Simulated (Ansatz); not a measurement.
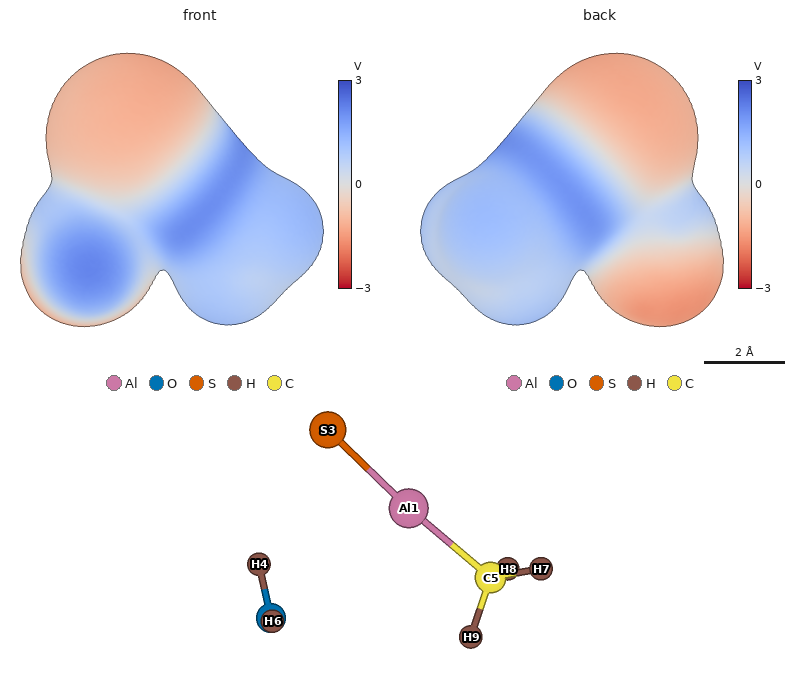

*CH$_{3}$AlS···H$_{2}$O. The electrostatic potential painted on the density surface at 0.002 e/bohr³, seen from the front and from behind; the colour scale runs from red (negative) to blue (positive). The bare structure is drawn below in the same view.*

The calculation used RKS PBE-D4/def2-SVP (Ansatz 0.2.0).

Input

```
crystal:
  periodic: [false, false, false]
  atoms:
    - { symbol: Al, position_ang: [-0.478, 0.2085, -0.4609] }
    - { symbol: O, position_ang: [-0.4816, -1.7436, 0.5096] }
    - { symbol: S, position_ang: [-2.2718, -0.3808, -1.415] }
    - { symbol: H, position_ang: [-1.4391, -1.5174, -0.3034] }
    - { symbol: C, position_ang: [1.0633, 1.3339, 0.082] }
    - { symbol: H, position_ang: [-0.5071, -2.5709, 0.9792] }
    - { symbol: H, position_ang: [0.7344, 2.2012, 0.662] }
    - { symbol: H, position_ang: [1.6364, 1.7154, -0.7681] }
    - { symbol: H, position_ang: [1.7435, 0.7536, 0.7147] }
basis:
  gaussian: { orbitals: def2-SVP }
hamiltonian:
  xc: pbe
  dispersion: d4
relax:
  f_tol: 0.15
  max_steps: 25
  restrain:
    - { distance: [3, 1], at: 0.97, k: 30.0 }
    - { distance: [0, 1], at: 3.17, k: 30.0 }
    - { distance: [3, 2], at: 2.66, k: 30.0 }
output:
  orbitals: {}
```

Run with:

```sh
ansatz run input.yaml --threads 2 --pin off --max-ram 3072MiB --backend cpu --events-out ev --progress --plain --runs-dir out
```

The fields are those of the relaxed geometry.

Which sites attract a positive test charge, and which a negative one?

A positive charge is drawn to the negative regions and a negative charge to the positive ones. The most negative region (about −1.5 V, or −35 kcal/mol for a unit charge) lies over O2, the most positive (about +2.1 V, or +48 kcal/mol for a unit charge) over H6. O2 is the likeliest acceptor of a hydrogen bond.
